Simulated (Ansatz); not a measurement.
**GaN, pressure series**

The parent structure is GaN in the wurtzite structure (space group P6_3mc, No. 186; a = 3.2186 Å, c = 5.2435 Å).

Cell and atoms are relaxed at each pressure.

Level of theory: PBE (Ansatz, an electronic-structure program, PAW, scalar-relativistic without spin-orbit coupling), earlier PAW set.

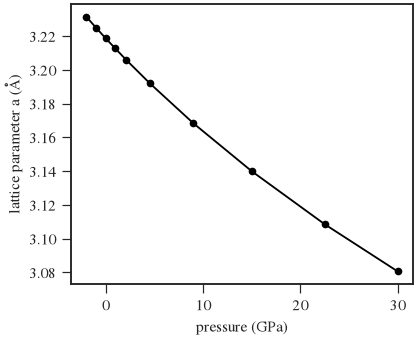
Fig. 1. Lattice parameter a against pressure

```
pressure (GPa)  lattice parameter a
--------------  -------------------
-2                          3.231 Å
-1                          3.225 Å
0.9                         3.213 Å
2.1                         3.206 Å
4.5                         3.192 Å
9                           3.168 Å
15                          3.140 Å
22.5                        3.108 Å
30                          3.081 Å
```

Load acts through the strain it causes; cell and atoms are relaxed under it. No phonon test of stability was made. Tetrahedral semiconductors of this kind turn to denser phases somewhere between about 1 and 50 GPa; those were not computed, so compressed cells here can lie past the real transition.
